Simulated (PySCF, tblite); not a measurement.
**C4H7FOSi: dynamics, then NMR shifts on frames**

How do NMR shifts of C4H7FOSi (`C/C=C(/[SiH3])C(=O)F`) change as the atoms move?

Programs: tblite 0.8.0 and PySCF 2.14.0, with density-fitted response routines of our own. Each step states its level of theory. These are calculated values for one molecule in the gas phase, unless marked as measured. Atoms are numbered from 0 throughout.

## Step 1: The molecule as given

14 atoms, charge 0, multiplicity 1; geometry from: GFN2-xTB.

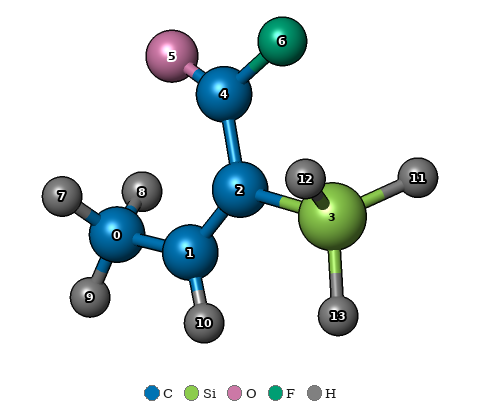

The starting geometry (carbon blue, silicon green, oxygen pink, fluorine teal, hydrogen grey), atoms numbered.

## Step 2: A short Langevin run with GFN2-xTB

Job settings and geometry (Å):

```
{"job": {"kind": "md", "xc": "GFN2-xTB", "basis": "xTB", "temperature": 200, "steps": 2000, "every": 50, "frames": 5}, "charge": 0, "multiplicity": 1}
C     -1.994247    -0.826041     0.168967
C     -0.531713    -0.876447    -0.079083
C      0.318524     0.164224    -0.029826
Si     2.182305     0.035752    -0.345594
C     -0.183039     1.482186     0.290174
O     -1.272632     1.879905     0.540763
F      0.853355     2.401825     0.289001
H     -2.189993    -0.497104     1.190064
H     -2.466376    -0.085677    -0.476536
H     -2.457461    -1.795543     0.010186
H     -0.117212    -1.848244    -0.316581
H      2.530102     0.913849    -1.459188
H      2.882219     0.415675     0.879058
H      2.445491    -1.364831    -0.683571
```

Method: GFN2-xTB Langevin dynamics, gas phase.

On the command line:

```sh
OMP_NUM_THREADS=1 python probes_run.py task.json out
```

The driver reads the jobs from task.json and runs them one after another.

Standard output:

```text
t/fs     T/K      E/eV
    0.0   154.9   -616.00945
   25.0   138.9   -615.85831
   50.0   137.5   -615.81625
   75.0   125.6   -615.78048
  100.0   182.2   -615.80903
  125.0   158.0   -615.79538
  150.0   169.1   -615.78421
  175.0   159.5   -615.75789
  200.0   147.4   -615.80116
  225.0   165.0   -615.80619
  250.0   158.3   -615.78271
  275.0   136.8   -615.73544
  300.0   105.9   -615.80439
  325.0   127.8   -615.69944
  350.0   188.3   -615.82900
  375.0   157.3   -615.70783
  400.0   212.0   -615.74828
  425.0   216.7   -615.67753
  450.0   177.0   -615.69330
  475.0   188.3   -615.63173
  500.0   145.7   -615.67826
  525.0   135.2   -615.64410
  550.0   197.9   -615.79627
  575.0   142.6   -615.67886
  600.0   171.3   -615.71453
  625.0   179.4   -615.74570
  650.0   155.2   -615.74405
  675.0   139.3   -615.74583
  700.0   133.2   -615.73410
  725.0   159.0   -615.80769
  750.0   204.7   -615.78502
  775.0   159.5   -615.71518
  800.0   225.1   -615.76186
  825.0   164.3   -615.76462
  850.0   178.7   -615.80157
  875.0   172.2   -615.75260
  900.0   223.0   -615.74274
  925.0   182.1   -615.74722
  950.0   163.4   -615.65874
  975.0   165.9   -615.73574
 1000.0   153.1   -615.67722
```

Wall time 8.6 s (1 thread of Arm Neoverse V2, shared host); peak memory 0.18 GiB.

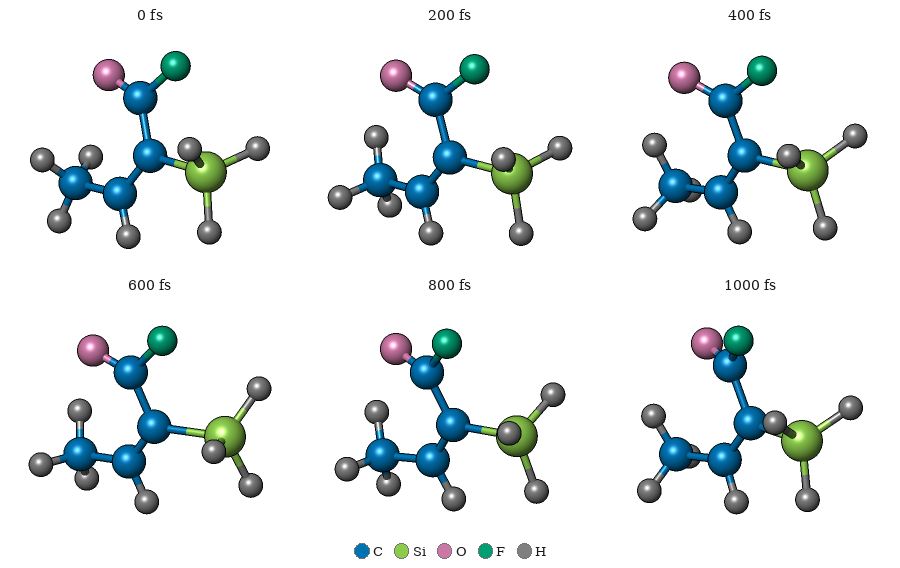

Frames of the run.

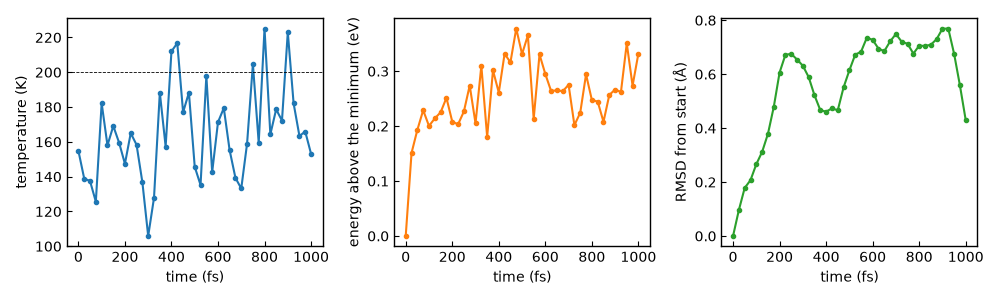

Temperature, potential energy and distance from the start.

Positions (Å) and forces (eV/Å) at 1000 fs:

```xyz
14

C    -1.679   -1.098    0.375   -0.301   -0.846   -0.062
C    -0.242   -0.998    0.020    0.363    0.188    0.263
C     0.660   -0.020    0.225   -1.298    0.830    0.373
Si    2.524   -0.212    0.037    0.009    0.137    1.346
C     0.135    1.228    0.862    0.301   -2.219   -1.238
O    -0.964    1.657    0.836   -0.537    0.648    0.116
F     1.102    1.798    1.559    0.832    1.103    0.832
H    -2.053   -0.334    1.044    0.204    0.050    0.189
H    -2.305   -1.020   -0.530    0.307   -0.251    0.263
H    -1.800   -2.128    0.821   -0.238    1.057   -0.416
H     0.138   -1.928   -0.345    0.248   -0.413   -0.397
H     3.208    0.845   -0.643    0.074    0.386   -0.695
H     3.057   -0.004    1.421   -0.156   -0.368   -0.338
H     2.682   -1.564   -0.437    0.191   -0.302   -0.236
```

## Step 3: NMR shieldings: 250 fs, PBE0/pcSseg-1

Job settings and geometry (Å):

```
{"job": {"kind": "nmr", "xc": "PBE0", "basis": "pcSseg-1", "pop": false}, "charge": 0, "multiplicity": 1}
C     -2.020200    -1.092000     0.091200
C     -0.613100    -1.036600    -0.304600
C      0.322600    -0.122000    -0.059600
Si     2.084800    -0.205000    -0.675400
C     -0.050600     1.142800     0.557400
O     -0.956100     1.470400     1.203000
F      0.937100     2.085500     0.368700
H     -2.478300    -0.100100     0.164900
H     -2.548300    -1.719000    -0.643200
H     -2.012600    -1.498800     1.066200
H     -0.272500    -1.972100    -0.814100
H      2.046500     0.622300    -1.876800
H      3.018000     0.323200     0.345700
H      2.185500    -1.611500    -0.937700
```

Method: GIAO PBE0/pcSseg-1 NMR shielding, non-relativistic, gas phase.

Standard output:

```text
coarse grid: 12480 points
cycle   1  E = -620.4468906890  dE =  1.011e+00  |g| = 8.732e-01  |ddm| = 3.392e+00
cycle   2  E = -620.1410415425  dE =  3.058e-01  |g| = 1.574e+00  |ddm| = 1.553e+00
cycle   3  E = -620.5770922586  dE = -4.361e-01  |g| = 2.438e-01  |ddm| = 1.117e+00
cycle   4  E = -620.5878056200  dE = -1.071e-02  |g| = 6.491e-02  |ddm| = 2.128e-01
cycle   5  E = -620.5883481788  dE = -5.426e-04  |g| = 2.137e-02  |ddm| = 4.490e-02
cycle   6  E = -620.5884467679  dE = -9.859e-05  |g| = 4.721e-03  |ddm| = 2.219e-02
cycle   7  E = -620.5884513195  dE = -4.552e-06  |g| = 1.308e-03  |ddm| = 5.092e-03
final grid: 117176 points
cycle   8  E = -620.6460733326  dE = -1.447e-05  |g| = 1.146e-02  |ddm| = 2.541e-02
cycle   9  E = -620.6460180589  dE =  5.527e-05  |g| = 2.062e-02  |ddm| = 2.172e-02
cycle  10  E = -620.6460987528  dE = -8.069e-05  |g| = 1.999e-03  |ddm| = 1.398e-02
cycle  11  E = -620.6460995146  dE = -7.618e-07  |g| = 3.344e-04  |ddm| = 1.645e-03
cycle  12  E = -620.6460995302  dE = -1.560e-08  |g| = 1.425e-04  |ddm| = 3.795e-04
cycle  13  E = -620.6460995343  dE = -4.054e-09  |g| = 3.044e-05  |ddm| = 1.204e-04
cycle  14  E = -620.6460995344  dE = -1.387e-10  |g| = 1.678e-05  |ddm| = 3.465e-05
converged SCF energy = -620.6460995344

GIAO shielding tensors (ppm)
atom      isotropic    diamagn.    paramagn.     s11        s22        s33       span
  0 C      164.425     249.556     -85.131    144.932    169.046    179.299     34.367
  1 C        9.338     256.862    -247.524   -118.889     -3.491    150.394    269.283
  2 C       62.386     264.370    -201.984    -26.563     62.952    150.767    177.330
  3 Si     417.440     881.407    -463.967    383.383    420.795    448.142     64.760
  4 C       27.263     250.855    -223.592    -80.899     45.696    116.993    197.892
  5 O      -88.453     403.776    -492.230   -302.492   -215.292    252.425    554.918
  6 F      112.187     478.991    -366.804    -88.317    135.319    289.558    377.875
  7 H       28.247      30.155      -1.908     23.767     29.139     31.836      8.069
  8 H       29.205      27.776       1.429     24.976     27.932     34.707      9.731
  9 H       30.209      29.724       0.485     26.353     28.144     36.131      9.778
 10 H       23.902      32.445      -8.544     21.140     21.641     28.925      7.785
 11 H       27.181      29.289      -2.108     24.292     25.433     31.818      7.526
 12 H       26.951      28.764      -1.814     23.473     26.043     31.336      7.863
 13 H       28.114      30.411      -2.297     24.683     27.192     32.466      7.782
```

Wall time 13 s (1 thread of Arm Neoverse V2, shared host); peak memory 0.76 GiB.

Shifts follow as δ = σ(reference) − σ, with reference shieldings (ppm) from runs at the same level and on the same kind of geometry: 1H TMS 31.72, 13C TMS 186.9, 29Si TMS 349.2, 19F CFCl3 170.9, 17O H2O 336.1. The references are single molecules in the gas phase, so shifts against H2O, NH3, PH3, H3PO4 or CFCl3 are not on the usual liquid scales and can be off by tens of ppm. Each atom is listed at this fixed geometry, with no averaging over motion; a spectrum would average atoms that exchange fast.

```tsv
atoms	environment	σ (ppm)	δ (ppm)
C1	β carbon of a C=C–C=O unit	9.3	177.6
C4	carbonyl carbon	27.3	159.7
C2	α carbon of a C=C–C=O unit	62.4	124.5
C0	allylic methyl carbon	164.4	22.5
H10	hydrogen on a β carbon of a C=C–C=O unit	23.90	7.82
H12	hydrogen on a silicon bonded to C	26.95	4.77
H11	hydrogen on a silicon bonded to C	27.18	4.54
H13	hydrogen on a silicon bonded to C	28.11	3.60
H7	hydrogen on an allylic methyl carbon	28.25	3.47
H8	hydrogen on an allylic methyl carbon	29.20	2.51
H9	hydrogen on an allylic methyl carbon	30.21	1.51
Si3	silicon bonded to C, 3 H	417.4	-68.3
O5	carbonyl oxygen	-88.5	424.5
F6	fluorine bonded to C	112.2	58.8
```

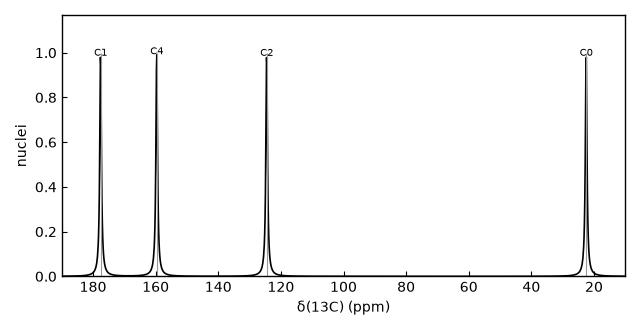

13C lines at the computed shifts, without couplings. Lines are broadened to a width of 0.62 ppm (Lorentzian).

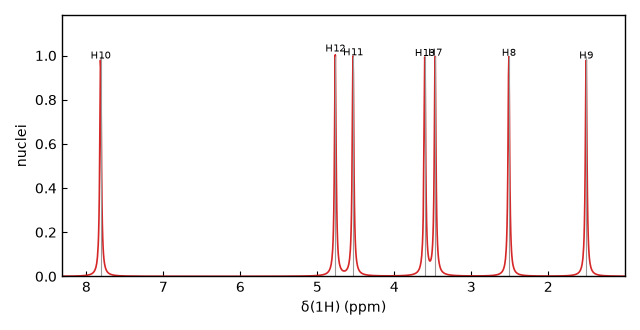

1H lines at the computed shifts, without couplings. Lines are broadened to a width of 0.03 ppm (Lorentzian).

## Step 4: NMR shieldings: 425 fs, PBE0/pcSseg-1

Job settings and geometry (Å):

```
{"job": {"kind": "nmr", "xc": "PBE0", "basis": "pcSseg-1", "pop": false}, "charge": 0, "multiplicity": 1}
C     -1.988800    -1.101400    -0.075500
C     -0.492300    -1.176900    -0.226500
C      0.380400    -0.141000    -0.080000
Si     2.179700    -0.095700    -0.668600
C      0.068600     0.977600     0.756200
O     -0.892000     1.224900     1.403500
F      1.185500     1.873200     0.761400
H     -2.231100    -0.266800     0.585000
H     -2.494500    -1.004700    -1.055200
H     -2.327700    -2.007100     0.392100
H     -0.179600    -2.082100    -0.778300
H      2.203200     1.021900    -1.587900
H      3.279600    -0.147800     0.327900
H      2.302200    -1.465500    -1.239000
```

Level: GIAO PBE0/pcSseg-1 NMR shielding, non-relativistic, gas phase.

Standard output:

```text
coarse grid: 12480 points
cycle   1  E = -620.4379276380  dE =  8.208e-01  |g| = 8.753e-01  |ddm| = 3.349e+00
cycle   2  E = -620.0502171024  dE =  3.877e-01  |g| = 1.698e+00  |ddm| = 1.637e+00
cycle   3  E = -620.5684829855  dE = -5.183e-01  |g| = 2.696e-01  |ddm| = 1.203e+00
cycle   4  E = -620.5812068626  dE = -1.272e-02  |g| = 7.726e-02  |ddm| = 2.339e-01
cycle   5  E = -620.5819826250  dE = -7.758e-04  |g| = 2.493e-02  |ddm| = 5.588e-02
cycle   6  E = -620.5821205024  dE = -1.379e-04  |g| = 5.402e-03  |ddm| = 2.664e-02
cycle   7  E = -620.5821265591  dE = -6.057e-06  |g| = 1.529e-03  |ddm| = 5.559e-03
final grid: 117176 points
cycle   8  E = -620.6404882204  dE = -1.536e-05  |g| = 1.163e-02  |ddm| = 2.331e-02
cycle   9  E = -620.6404207254  dE =  6.750e-05  |g| = 2.206e-02  |ddm| = 2.309e-02
cycle  10  E = -620.6405146507  dE = -9.393e-05  |g| = 2.183e-03  |ddm| = 1.519e-02
cycle  11  E = -620.6405155599  dE = -9.092e-07  |g| = 3.861e-04  |ddm| = 1.816e-03
cycle  12  E = -620.6405155797  dE = -1.978e-08  |g| = 1.700e-04  |ddm| = 4.358e-04
cycle  13  E = -620.6405155854  dE = -5.728e-09  |g| = 3.716e-05  |ddm| = 1.438e-04
cycle  14  E = -620.6405155856  dE = -2.124e-10  |g| = 2.138e-05  |ddm| = 4.309e-05
converged SCF energy = -620.6405155856

GIAO shielding tensors (ppm)
atom      isotropic    diamagn.    paramagn.     s11        s22        s33       span
  0 C      161.418     250.594     -89.176    129.669    173.814    180.772     51.103
  1 C       -5.888     254.876    -260.764   -137.564    -31.199    151.097    288.661
  2 C       52.735     262.688    -209.952    -37.044     48.974    146.276    183.320
  3 Si     421.079     879.989    -458.910    378.522    408.422    476.295     97.773
  4 C       20.359     252.233    -231.874    -88.751     33.844    115.984    204.736
  5 O      -92.163     403.006    -495.169   -289.390   -217.145    230.046    519.436
  6 F       83.994     478.904    -394.910   -111.252     77.860    285.374    396.626
  7 H       26.963      30.715      -3.751     20.973     27.994     31.923     10.950
  8 H       29.409      28.507       0.903     25.911     26.949     35.368      9.457
  9 H       30.007      28.664       1.343     26.777     27.895     35.350      8.573
 10 H       23.316      31.745      -8.428     19.541     21.879     28.529      8.987
 11 H       27.274      28.870      -1.595     24.207     25.616     32.000      7.792
 12 H       26.777      28.161      -1.384     23.650     25.337     31.344      7.694
 13 H       27.430      29.267      -1.837     24.120     26.716     31.454      7.334
```

Wall time 14 s (1 thread of Arm Neoverse V2, shared host); peak memory 0.76 GiB.

In short: δ C1 192.8, C4 166.6, C2 134.2, C0 25.5, H10 8.40, H12 4.94 ppm.

[end of part 1 of 2]
